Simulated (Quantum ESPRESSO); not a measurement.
**Convergence test for a (001) slab of CsSnI3 (cut from a parent of space group no. 221; 10 atoms in the cell)**

```
CsSnI3
1.0
    6.19194     0.00000     0.00000
    0.00000     6.19194     0.00000
    0.00000     0.00000    19.42930
Cs Sn I
2 2 6
Direct
  0.50000   0.50000   0.25734
  0.50000   0.50000   0.58089
  0.00000   0.00000   0.41911
  0.00000   0.00000   0.74266
  0.50000   0.00000   0.41911
  0.00000   0.50000   0.41911
  0.00000   0.00000   0.25734
  0.50000   0.00000   0.74266
  0.00000   0.50000   0.74266
  0.00000   0.00000   0.58089
```

Method: LDA (PW92), PseudoDojo standard norm-conserving (LDA) pseudopotentials (plane waves; Quantum ESPRESSO).

The starting cell comes from a database of computed structures (which also holds hypothetical and non-ambient phases and stackings), without a prior relaxation at this level. The slab is cut from that crystal, and its faces are unrelaxed. Its lattice was rescaled in the plane by a random factor within 2.5 % of one. Spin-orbit coupling is off. Spin polarisation is off, though cut faces can carry moments; a gap of a slab can lie between surface states. The two faces of this cut differ, and no dipole correction was used. Another mesh or the band path of this cell gives a smaller gap, so this value is not converged in the mesh.

Held fixed: ecutwfc = 75 Ry; occupations = smearing; smearing = cold; degauss = 0.0073499 Ry; potentials = {Cs: Cs.upf, Sn: Sn.upf, I: I.upf}; conv_thr = 1e-11 Ry; mixing_beta = 0.3.

ΔF is the free energy per atom less that of the last row (automatic 13 13 1 0 0 0).

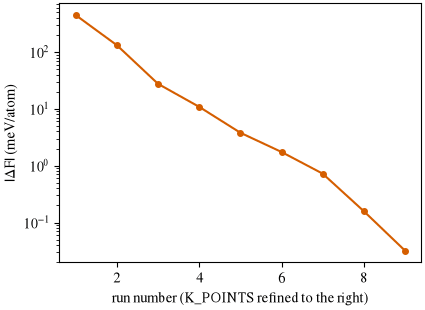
Figure. Size of the energy error against the last run of the series; values under 0.01 meV/atom are drawn at 0.01.

| K_POINTS | ΔF (meV/atom) | largest force (eV/Å) | gap on the mesh (eV) | k-points | plane waves |
|---|---|---|---|---|---|
| automatic 1 1 1 0 0 0 | -445.2 | 0.783 | – | 1 | 55009 |
| automatic 2 2 1 0 0 0 | 131.6 | 0.464 | 0.621 | 3 | 55156 |
| automatic 3 3 1 0 0 0 | -27.5 | 0.662 | 2.208 | 3 | 55199 |
| automatic 4 4 1 0 0 0 | 10.8 | 0.536 | 0.795 | 6 | 55161 |
| automatic 5 5 1 0 0 0 | -3.8 | 0.618 | 1.634 | 6 | 55189 |
| automatic 6 6 1 0 0 0 | 1.74 | 0.579 | 0.822 | 10 | 55199 |
| automatic 7 7 1 0 0 0 | -0.73 | 0.604 | 1.359 | 10 | 55177 |
| automatic 9 9 1 0 0 0 | -0.16 | 0.599 | 1.208 | 15 | 55199 |
| automatic 11 11 1 0 0 0 | -0.03 | 0.597 | 1.113 | 21 | 55186 |
| automatic 13 13 1 0 0 0 | 0.00 | 0.596 | 1.045 | 28 | 55213 |

Energy within 0.5 meV/atom of the last row: from K_POINTS = automatic 9 9 1 0 0 0 on; the one before it is off by 0.73 meV/atom.

Largest force within 0.005 eV/Å of the last row: from K_POINTS = automatic 9 9 1 0 0 0 on; the one before it is off by 0.0077 eV/Å. The value it settles on is 0.596 eV/Å at this level of theory and with the other settings as held.

Gaps are taken between levels on the mesh.
